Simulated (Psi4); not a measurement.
# HNO2 (nitrous acid): wB97X-V/def2-TZVP

What is the vertical ionisation energy of HNO2 (nitrous acid) at wB97X-V/def2-TZVP? 

Program for the calculation: Psi4 1.11.

**1. Starting point**

HNO2 has 4 atoms, charge 0, and is taken as a singlet. SMILES: `O=NO`. The shape is that of a PBE0-D4/def2-TZVP optimisation.

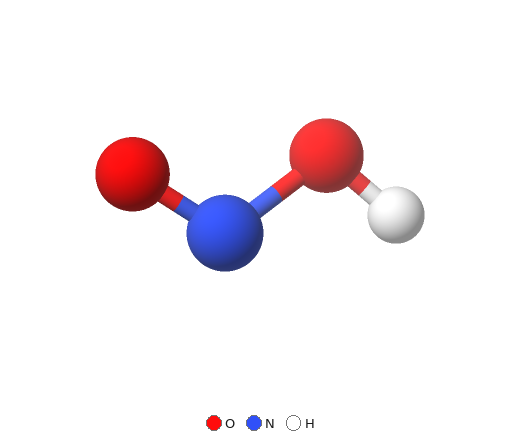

Viewed from a chosen angle; oxygen red, nitrogen blue, hydrogen white.

**2. The energy at wB97X-V/def2-TZVP**

input.dat

```
memory 2.2 GB

molecule mol {
  0 1
  O
  N 1 r2
  O 2 r3 1 a3
  H 3 r4 2 a4 1 d4

  r2 = 1.161832
  r3 = 1.397344
  a3 = 111.21317
  r4 = 0.966964
  a4 = 102.94714
  d4 = -179.99954
  units angstrom
  symmetry c1
  no_reorient
  no_com
}

set globals {
  puream               true
  e_convergence        1e-09
  d_convergence        1e-08
  scf_type             pk
  dft_radial_points    99
  dft_spherical_points 590
}

E, wfn = energy("wb97x-v/def2-TZVP", return_wfn=True)
print_variables()
```

Started as:

```sh
$ psi4 input.dat output.dat -n 1
```

output.dat:

```text
[...]
  Running in c1 symmetry.
[...]
  Nuclear repulsion =   70.553842733115431
[...]
  Multiplicity = 1
[...]
  Nalpha       = 12
  Nbeta        = 12
[...]
    Number of basis functions: 99
[...]
   @RKS iter   1:  -205.62066058612299   -4.65620e-01   5.59383e-03 ADIIS/DIIS
[...]
   @RKS iter  12:  -205.72523941104930   -3.21165e-12   2.96313e-09 DIIS
[...]
    Orbital Energies [Eh]
    ---------------------
    Doubly Occupied:
       1A    -19.294797     2A    -19.286728     3A    -14.599992
       4A     -1.376459     5A     -1.200834     6A     -0.815749
       7A     -0.695600     8A     -0.634482     9A     -0.633891
      10A     -0.535311    11A     -0.466426    12A     -0.390158
[...]
  @RKS Final Energy:  -205.72523941104930
   => Energetics <=
    Nuclear Repulsion Energy =             70.5538427331154310
    One-Electron Energy =                -421.0709599464119606
    Two-Electron Energy =                 162.0049319728955481
    DFT Exchange-Correlation Energy =     -17.3119820118894374
    Empirical Dispersion Energy =           0.0000000000000000
    VV10 Nonlocal Energy =                  0.0989278412410906
    Total Energy =                       -205.7252394110493015
[...]
 Multipole Moments:
 ------------------------------------------------------------------------------------
     Multipole            Electronic (a.u.)      Nuclear  (a.u.)        Total (a.u.)
 ------------------------------------------------------------------------------------
 L = 1.  Multiply by 2.5417464519 to convert [e a0] to [Debye]
 Dipole X            :          0.0000019           -0.0000069           -0.0000050
 Dipole Y            :          0.6081260           -0.6550151           -0.0468890
 Dipole Z            :         -0.6815481            1.5491681            0.8676200
 Magnitude           :                                                    0.8688861
[...]
```

Run time: 59 s. Hardware: 1 thread of Intel Xeon Platinum 8259CL at 2.50GHz (Skylake/Cascade Lake), shared host; peak memory 1 GiB.

**3. The doublet cation, same level**

hno2.in

```
memory 2200 MB

molecule geom {
  1 2
  O      0.413650     0.047230     1.437260
  N      0.320150    -0.419400     0.377370
  O     -0.362650     0.434660    -0.492650
  H     -0.371140    -0.062490    -1.321980
  units angstrom
  symmetry c1
  no_reorient
  no_com
}

set {
  reference uks
  puream true
  e_convergence 1e-09
  d_convergence 1e-08
  scf_type pk
  dft_radial_points 99
  dft_spherical_points 590
  maxiter 100
}

energy("wb97x-v/def2-TZVP")
```

Started as:

```sh
$ psi4 -n 1 hno2.in hno2.out
```

hno2.out:

```text
[...]
  Running in c1 symmetry.
[...]
  Nuclear repulsion =   70.553867106049779
[...]
  Multiplicity = 2
[...]
  Nalpha       = 12
  Nbeta        = 11
[...]
    Number of basis functions: 99
[...]
   @UKS iter   1:  -205.18189726966884   -2.68542e-02   5.67284e-03 ADIIS/DIIS
[...]
   @UKS iter  18:  -205.31475236910316   -5.57066e-12   6.12292e-09 DIIS
[...]
   @S^2 Observed:                7.593243221E-01
[...]
    Orbital Energies [Eh]
    ---------------------
    Alpha Occupied:
       1A    -19.723171     2A    -19.654468     3A    -14.989500
       4A     -1.760235     5A     -1.557912     6A     -1.177157
       7A     -1.067144     8A     -1.001681     9A     -0.994663
      10A     -0.895015    11A     -0.806732    12A     -0.785329
    Alpha Virtual:
      13A     -0.341178    14A     -0.138136    15A     -0.102309
      16A      0.026979    17A      0.108843    18A      0.141212
      19A      0.148660    20A      0.201783    21A      0.241741
      22A      0.258529    23A      0.284493    24A      0.294227
      25A      0.316663    26A      0.354322    27A      0.411864
[...]
  @UKS Final Energy:  -205.31475236910316
   => Energetics <=
    Nuclear Repulsion Energy =             70.5538671060497791
    One-Electron Energy =                -412.4360574553475089
    Two-Electron Energy =                 153.5544768028064482
    DFT Exchange-Correlation Energy =     -17.0829953184650449
    Empirical Dispersion Energy =           0.0000000000000000
    VV10 Nonlocal Energy =                  0.0959564958531662
    Total Energy =                       -205.3147523691031608
[...]
 Multipole Moments:
 ------------------------------------------------------------------------------------
     Multipole            Electronic (a.u.)      Nuclear  (a.u.)        Total (a.u.)
 ------------------------------------------------------------------------------------
 L = 1.  Multiply by 2.5417464519 to convert [e a0] to [Debye]
 Dipole X            :         -4.1285813            4.3046260            0.1760448
 Dipole Y            :         -1.9995084            1.6191740           -0.3803344
 Dipole Z            :        -16.8079676           16.7741351           -0.0338326
 Magnitude           :                                                    0.4204648
[...]
```

Wall time 92 s (1 thread of Intel Xeon Platinum 8259CL at 2.50GHz (Skylake/Cascade Lake), shared host); peak memory 1.1 GiB.

**4. Outcome**

At wB97X-V/def2-TZVP:

| quantity | value |
| --- | --- |
| singlet HNO2: total energy | -205.72524 Eh |
| singlet HNO2: dipole moment | 2.21 D |
| singlet HNO2: HOMO energy | -10.62 eV |
| singlet HNO2: LUMO energy | 0.46 eV |
| singlet HNO2: HOMO–LUMO gap | 11.08 eV |
| doublet cation: total energy | -205.31475 Eh |
| doublet cation: HOMO energy (highest over α and β) | -21.37 eV |
| doublet cation: LUMO energy (lowest over α and β) | -11.75 eV |
| doublet cation: ⟨S²⟩ | 0.759 |
| vertical ionisation energy (to the doublet cation) | 11.170 eV |

What this shows: The vertical ionisation energy comes to 11.17 eV (1078 kJ/mol). The negative HOMO energy of the first species, 10.62 eV, lies 0.55 eV below that difference.
